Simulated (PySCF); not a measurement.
```xyz
21

W    -0.0698   -0.0132   -0.0495
N    -0.1264    0.5364    1.6156
C     0.3007    1.0282    2.8713
H     0.0242    0.3204    3.6724
H     1.3941    1.1762    2.9154
H    -0.1842    1.9929    3.1025
N     1.5506   -0.0134   -0.7197
C     2.9562    0.1102   -0.8457
H     3.2194    0.4651   -1.8564
H     3.3812    0.8161   -0.1112
H     3.4473   -0.8677   -0.6991
S    -1.2873    1.4745   -1.3991
C    -2.7954    1.7031   -0.3932
H    -3.5283    2.2330   -1.0179
H    -2.5707    2.3079    0.4958
H    -3.2276    0.7413   -0.0861
S    -0.8915   -2.2109    0.0517
C    -0.4980   -2.8382   -1.6184
H    -0.8526   -2.1540   -2.4013
H    -1.0133   -3.8020   -1.7321
H     0.5848   -2.9897   -1.7244
```

Geometry: PBE0-D3(BJ)/def2-SVP; core potentials replace the inner electrons of W.

All numbers below come from PBE0/def2-SVPD, SCF density, gas phase, scalar-relativistic core potentials on the heavy atoms in PySCF.

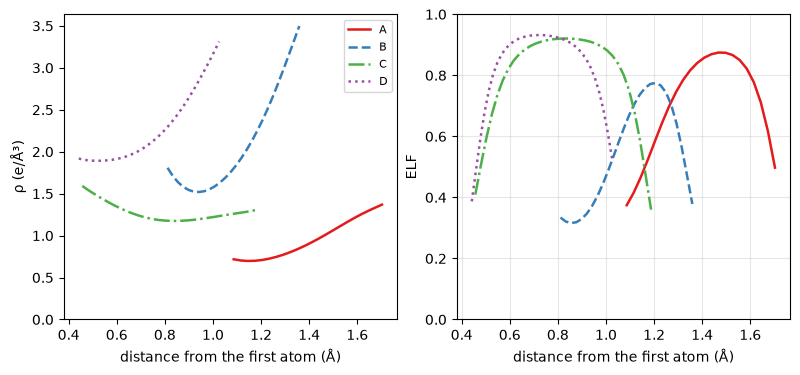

C4H12N2S2W (SMILES C[N]=[W](=[N]C)([S]C)[S]C). Electron density and ELF along straight lines between neighbouring atoms. The curves leave out the atomic cores.

Which curve belongs to which contact (C–N, C–S, W–N and W–S)? The first atom named is at distance zero.

Answer. Curve A: W–S (2.35 Å): the density is about 0.7 e/Å³ at the midpoint; the ELF peaks at about 0.85 in the valence shell of S, 0.9 Å from its nucleus, and is about 0.50 at the midpoint. Curve B: W–N (1.75 Å): the density is about 1.6 e/Å³ at the midpoint; the ELF peaks at about 0.80 in the valence shell of N, 0.5 Å from its nucleus, and drops to about 0.30 between the two atoms. Curve C: C–S (1.83 Å): ρ at the midpoint is about 1.2 e/Å³; the ELF peaks at about 0.90 between the atoms, as expected for a covalent bond. Curve D: C–N (1.41 Å): ρ is about 2 e/Å³ halfway; the ELF peaks at about 0.95 between the atoms: localised, covalent bonding.
